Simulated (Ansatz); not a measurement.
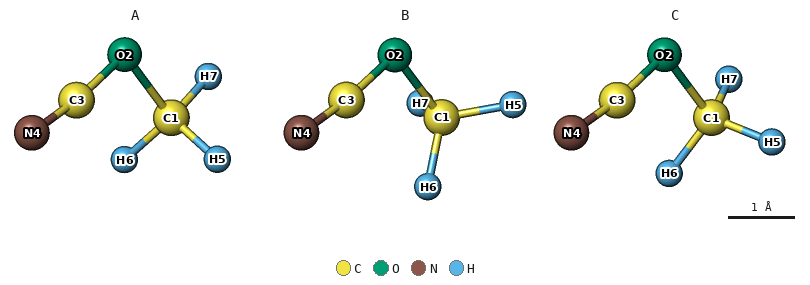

3 geometries from a converged minimum-energy path of C2H3NO, shuffled. The picture is a ball-and-stick view, seen from a free direction.

Method: RKS B3LYP-D4/STO-3G in Ansatz. Set-up: 5 movable images; climbing image; force threshold 0.05 eV/Å; iteration limit 60; starting path through a guess of the saddle point.

One of them is the converged climbing image. Which?

B. In order along the path, whose images run from 0 to 6: A (image 0, 0.0 kJ/mol), C (image 1, +1.4 kJ/mol), B (image 3, +6.1 kJ/mol). The motion is a rotation about the C1–O2 bond by about 120°. No bond forms or breaks between the ends. Among the angles between lasting bonds that change up to the highest image: O2–C1–H5 111.0° → 107.6°, O2–C1–H7 105.2° → 107.6°.

Limits of the set-up: STO-3G is a minimal basis, so the numbers are rough.
